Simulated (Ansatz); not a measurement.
Take Pb in the fcc (Cu type) structure (space group Fm-3m, No. 225; a = 4.991 Å) as the base.

Structures relaxed with Kohn–Sham DFT with the r2SCAN functional, run in Ansatz (a program for electronic structure) with PAW and 500 eV plane waves, no spin-orbit coupling.

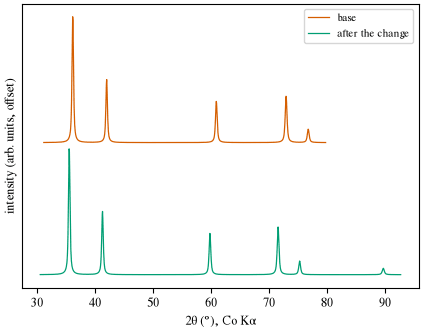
Figure: Simulated powder patterns before (top) and after one change

Q: Name the change that was made.
A. pressure −1 GPa
B. pressure 45 GPa
C. pressure 30 GPa
D. pressure −2 GPa

A: D, pressure −2 GPa. Its volume per atom is 32.66 Å³ against 31.08 Å³, and its space group is Fm-3m (No. 225).

Load acts through the strain it causes; cell and atoms are relaxed under it. Whether these cells are dynamically stable was not tested. Measured, Pb leaves this structure (for hcp) near 14 GPa (room temperature; as listed in arXiv:1906.07825).
